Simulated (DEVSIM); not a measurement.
System: Ge p-i-n diode, at 400 K.

```
layer (left to right)  material  thickness (μm)  Nd (cm⁻³)  Na (cm⁻³)  τn (s)  τp (s)
---------------------  --------  --------------  ---------  ---------  ------  ------
1                            Ge           0.930          -     1.6e17  0.0002  0.0002
2                            Ge            37.0     1.2e11          -  0.0002  0.0002
3                            Ge           0.720       3e17          -  0.0002  0.0002
```

Left contact: ohmic. Right contact: ohmic. Voltage is applied to the left contact. Recombination: SRH at mid-gap. Mobility is μmin + (μ − μmin)/(1 + (N/Nref)^α).

This is a model device: material constants are rounded textbook-type values typed into the input, and sizes, dopings and lifetimes were drawn at random. Values at 300 K; Nc and Nv go as T^1.5, mobilities as T to minus their exponent, the gap by Varshni's rule with the affinity fixed.

```
parameter               Ge
----------------  --------
gap (eV)             0.664
affinity (eV)            4
permittivity            16
Nc (cm⁻³)          1.04e19
Nv (cm⁻³)             6e18
μn (cm²/Vs)           3900
μp (cm²/Vs)           1900
μn,min                 150
μp,min                 100
Nref,n              2.6e17
Nref,p                4e17
αn                    0.56
αp                     0.6
T exponent of μn      1.66
T exponent of μp      2.33
Varshni α (eV/K)  0.000477
Varshni β (K)          235
```

Model (solved in DEVSIM): 1D drift-diffusion, Boltzmann statistics, complete ionisation; no tunnelling, impact ionisation, image-force lowering or self-heating.

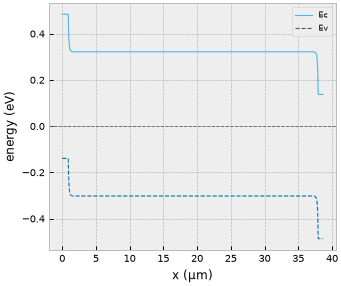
Band edges at zero bias

Energies count from the Fermi level of the right contact; mesh points crowd at the junctions.

```
x (μm)   Ec (eV)  Ev (eV)  n (cm⁻³)  p (cm⁻³)  field (V/cm)
-------  -------  -------  --------  --------  ------------
0.000      0.484   -0.140    1.3e13    1.6e17           ≈ 0
0.04669    0.484   -0.140    1.3e13    1.6e17           ≈ 0
0.1793     0.484   -0.140    1.3e13    1.6e17           ≈ 0
0.5512     0.484   -0.140    1.3e13    1.6e17           ≈ 0
0.8549     0.484   -0.140    1.3e13    1.6e17          -130
0.9200     0.466   -0.158    2.1e13    9.5e16        -12000
0.9560     0.410   -0.214    1.1e14    1.9e16        -11000
1.132      0.336   -0.288    9.4e14    2.2e15         -1400
1.586      0.322   -0.302    1.4e15    1.4e15           -17
2.951      0.322   -0.303    1.4e15    1.4e15           ≈ 0
7.054      0.322   -0.303    1.4e15    1.4e15           ≈ 0
25.12      0.322   -0.303    1.4e15    1.4e15           ≈ 0
33.69      0.322   -0.303    1.4e15    1.4e15           ≈ 0
36.53      0.322   -0.303    1.4e15    1.4e15           ≈ 0
37.63      0.316   -0.308    1.7e15    1.2e15          -570
37.85      0.269   -0.355    6.6e15    3.1e14         -5600
37.92      0.197   -0.427    5.3e16    3.8e13        -20000
37.95      0.141   -0.483    2.7e17    7.6e12         -3800
38.10      0.137   -0.487    3.0e17    6.8e12           ≈ 0
38.39      0.137   -0.487    3.0e17    6.8e12           ≈ 0
38.58      0.137   -0.487    3.0e17    6.8e12           ≈ 0
38.65      0.137   -0.487    3.0e17    6.8e12           ≈ 0
```
